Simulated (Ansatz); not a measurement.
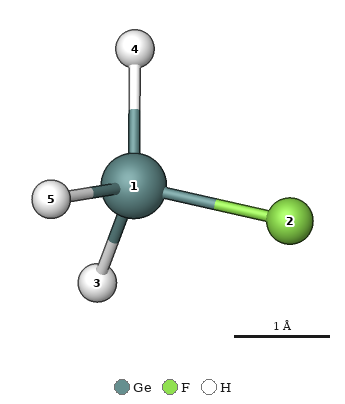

Figure 1. The starting structure (ball-and-stick view, seen at a tilt; atoms are numbered from 1 in the order of the input). Sticks mark near contacts. Bond lengths as drawn: F–Ge 1.75 Å and Ge–H 1.54 Å.

Run report: GeH3F, nudged elastic band

The run: nudged elastic band of GeH3F. Method and program: RKS B3LYP-D4/def2-SVP (Ansatz 0.2.0).

One setting was made poor on purpose. It belongs to a series of runs on one base structure; here: band between the two ends. Figures and captions count atoms from 1; the log counts them from 0 in places.

Input:
```yaml
crystal:
  periodic: [false, false, false]
  atoms:
    - { symbol: Ge, position_ang: [0.259641, 0.0, 0.1007] }
    - { symbol: F, position_ang: [0.33141, 0.0, 1.850435] }
    - { symbol: H, position_ang: [1.714855, 0.0, -0.400562] }
    - { symbol: H, position_ang: [-0.494953, 1.276896, -0.309737] }
    - { symbol: H, position_ang: [-0.494953, -1.276896, -0.309737] }
basis:
  gaussian: { orbitals: def2-SVP }
hamiltonian:
  xc: b3lyp
  dispersion: d4
neb:
  order_check: false
  images: 2
  f_tol: 0.05
  max_iterations: 60
  climbing: false
  final_atoms:
    - { symbol: Ge, position_ang: [-0.02064532, 0.0, -0.79989486] }
    - { symbol: F, position_ang: [1.18980387, 0.0, 1.23267935] }
    - { symbol: H, position_ang: [2.06431639, 0.0, 0.91067074] }
    - { symbol: H, position_ang: [-0.95873747, 1.148257, -0.20617811] }
    - { symbol: H, position_ang: [-0.95873747, -1.148257, -0.20617811] }
  initial_path:
    images:
      - { positions_ang: [[0.259641, 0.0, 0.1007], [0.33141, 0.0, 1.850435], [1.714855, 0.0, -0.400562], [-0.494953, 1.276896, -0.309737], [-0.494953, -1.276896, -0.309737]] }
      - { positions_ang: [[0.0869176, 0.0, 0.03304439], [0.82637868, 0.0, 1.64522547], [1.70320993, 0.0, 0.15152811], [-0.6502531, 1.268832, -0.44934948], [-0.6502531, -1.268832, -0.44934948]] }
      - { positions_ang: [[-0.00651117, 0.0, -0.2671539], [1.11250997, 0.0, 1.43930692], [1.81969706, 0.0, 0.58860569], [-0.80484793, 1.22595233, -0.41482985], [-0.80484793, -1.22595233, -0.41482985]] }
      - { positions_ang: [[-0.02064532, 0.0, -0.79989486], [1.18980387, 0.0, 1.23267935], [2.06431639, 0.0, 0.91067074], [-0.95873747, 1.148257, -0.20617811], [-0.95873747, -1.148257, -0.20617811]] }
```

Machine: 1 thread of AMD EPYC (Zen 3), 144 GiB of memory available, shared host.

Launch command:
```bash
ansatz run input.yaml --threads 1 --pin off --max-ram 2048MiB --backend cpu --events-out ev --progress --plain --runs-dir out
```

Log:
```
Engine: ansatz 0.2.0, x86_64-unknown-linux-gnu
Functional definition: B3LYP
  parameter a0 = 0.2
  parameter ax = 0.72
  parameter ac = 0.81
  exchange = (1 - a0 - ax)*slater_x + ax*b88_x + a0*exact_x
  correlation = (1 - ac)*vwn_rpa_c + ac*lyp_c
648 factors; integrals over basis functions are off by at most 3.3e-4 eV
mean field evaluation 1: about -59274.7145 eV, gradient 3.6e1 eV
mean field evaluation 2: about -59270.2662 eV, gradient 6.5e1 eV
mean field evaluation 4: about -59276.5298 eV, gradient 1.8e0 eV
mean field evaluation 8: about -59276.5354 eV, gradient 1.9e-2 eV
mean field -59276.53542469 eV, -2178.3724977785 hartree, gradient 1.3e-5 eV, S^2 0.000000; 0 other end points of the search recorded, 0 dependent functions left out
the calculation of the forces begins
reference -59276.53562139 eV, -2178.3725050072 hartree; 22, 22 occupied and 39, 39 virtual orbitals, 648 factors
650 factors; integrals over basis functions are off by at most 1.5e-3 eV
mean field evaluation 16: about -59273.2526 eV, gradient 2.8e1 eV
mean field -59274.63598417 eV, -2178.3026946269 hartree, gradient 3.6e-5 eV, S^2 0.000000; 0 other end points of the search recorded, 0 dependent functions left out
[... from here on the field's lines of each further geometry are left out, up to the last ...]
NEB iter   1: max|band force component| = 3.716e0 eV/Å  barrier→ = 3.2652 eV  barrier← = 1.3710 eV  Δτ_max = 0.1891 Å  (100 SCF iters)
NEB iter   2: max|band force component| = 1.636e0 eV/Å  barrier→ = 2.5320 eV  barrier← = 0.6379 eV  Δτ_max = 0.0845 Å  (57 SCF iters)
NEB iter   3: max|band force component| = 8.936e-1 eV/Å  barrier→ = 2.3994 eV  barrier← = 0.5053 eV  Δτ_max = 0.0471 Å  (50 SCF iters)
NEB iter   4: max|band force component| = 5.928e-1 eV/Å  barrier→ = 2.3488 eV  barrier← = 0.4547 eV  Δτ_max = 0.0629 Å  (51 SCF iters)
NEB iter   5: max|band force component| = 2.480e-1 eV/Å  barrier→ = 2.3196 eV  barrier← = 0.4255 eV  Δτ_max = 0.0156 Å  (54 SCF iters)
NEB iter   6: max|band force component| = 1.118e-1 eV/Å  barrier→ = 2.3183 eV  barrier← = 0.4242 eV  Δτ_max = 0.0053 Å  (52 SCF iters)
the calculation of the forces begins
reference -59275.15585671 eV, -2178.3217995902 hartree; 22, 22 occupied and 39, 39 virtual orbitals, 648 factors
650 factors; integrals over basis functions are off by at most 1.4e-3 eV
mean field evaluation 160: about -59274.1638 eV, gradient 4.8e0 eV
mean field -59274.21696211 eV, -2178.2872958501 hartree, gradient 2.1e-5 eV, S^2 0.000000; 1 other end points of the search recorded, 0 dependent functions left out
the calculation of the forces begins
reference -59274.21715949 eV, -2178.2873031039 hartree; 22, 22 occupied and 39, 39 virtual orbitals, 650 factors
NEB iter   7: max|band force component| = 1.805e-2 eV/Å  barrier→ = 2.3184 eV  barrier← = 0.4242 eV  Δτ_max = 0.0000 Å  (99 SCF iters)
```

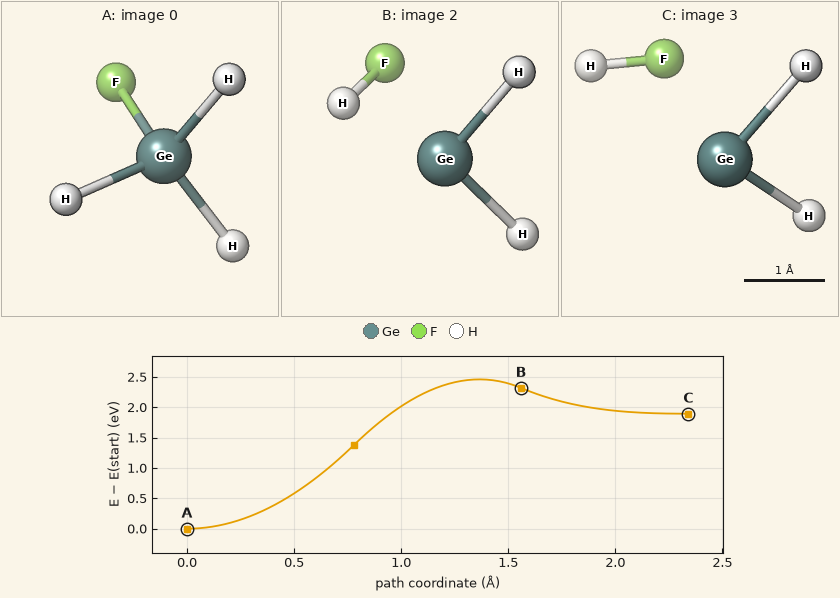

Figure 2. Images of the last band (counted from 0; ball-and-stick, seen at a tilt) above the energy along the path; the line is a cubic interpolation that uses the forces. The highest image is number 2, 2.318 eV above the start and 0.424 eV above the end; the end lies 1.894 eV above the start. The path is 2.34 Å long. The band converged in 7 iterations.

```
Total energy: -59274.29663039 eV, -2178.2902236057 hartree
Atom 0 at     0.157191    -0.000000    -0.521759 Å, force    -0.249474    -0.000000    -0.806683 eV/Å
Atom 1 at     1.150777    -0.000000     1.503941 Å, force     0.237553    -0.000000    -0.471102 eV/Å
Atom 2 at     1.570516     0.000000     0.576458 Å, force     0.626097     0.000000     1.151586 eV/Å
Atom 3 at    -0.781242     1.242926    -0.313770 Å, force    -0.307088    -0.159019     0.063099 eV/Å
Atom 4 at    -0.781242    -1.242926    -0.313770 Å, force    -0.307088     0.159019     0.063099 eV/Å
Dipole moment:     0.023318    -0.000000    -0.227635 e Å
this run last wrote the band of iteration 7 to [file]
```

The last band as extended XYZ (Å, eV, eV/Å):
```
5
Properties=species:S:1:pos:R:3:forces:R:3 image=0 energy=-59276.61482
Ge    0.2596    0.0000    0.1007    0.0035   0.0000   0.0109
F     0.3314    0.0000    1.8504   -0.0004   0.0000  -0.0135
H     1.7149    0.0000   -0.4006   -0.0019   0.0000   0.0017
H    -0.4950    1.2769   -0.3097   -0.0006   0.0008   0.0004
H    -0.4950   -1.2769   -0.3097   -0.0006  -0.0008   0.0004
5
Properties=species:S:1:pos:R:3:forces:R:3 image=1 energy=-59275.23348
Ge    0.2201    0.0000   -0.1062    0.1489   0.0000   1.9359
F     0.7309    0.0000    1.6586   -1.6710   0.0000   0.5434
H     1.7184    0.0000    0.1376    0.7645   0.0000  -2.2841
H    -0.6767    1.2392   -0.3794    0.3788  -0.0168  -0.0976
H    -0.6767   -1.2392   -0.3794    0.3788   0.0168  -0.0976
5
Properties=species:S:1:pos:R:3:forces:R:3 image=2 energy=-59274.29643
Ge    0.1572    0.0000   -0.5218   -0.2495   0.0000  -0.8067
F     1.1508    0.0000    1.5039    0.2376   0.0000  -0.4711
H     1.5705    0.0000    0.5765    0.6261   0.0000   1.1516
H    -0.7812    1.2429   -0.3138   -0.3071  -0.1590   0.0631
H    -0.7812   -1.2429   -0.3138   -0.3071   0.1590   0.0631
5
Properties=species:S:1:pos:R:3:forces:R:3 image=3 energy=-59274.72066
Ge   -0.0206    0.0000   -0.7999    0.0105   0.0000  -0.0074
F     1.1898    0.0000    1.2327   -0.0140   0.0000   0.0032
H     2.0643    0.0000    0.9107    0.0121   0.0000  -0.0042
H    -0.9587    1.1483   -0.2062   -0.0043   0.0071   0.0042
H    -0.9587   -1.1483   -0.2062   -0.0043  -0.0071   0.0042
```

Key numbers:

```json
{"quantity": "outcome", "value": "converged"}
{"quantity": "barrier, forward", "value": "2.318 eV"}
{"quantity": "barrier, backward", "value": "0.424 eV"}
{"quantity": "wall time", "value": "28 s"}
{"quantity": "peak memory", "value": "0.13 GiB"}
```

A deliberately poor setting: few images. The order of the saddle point was not checked.
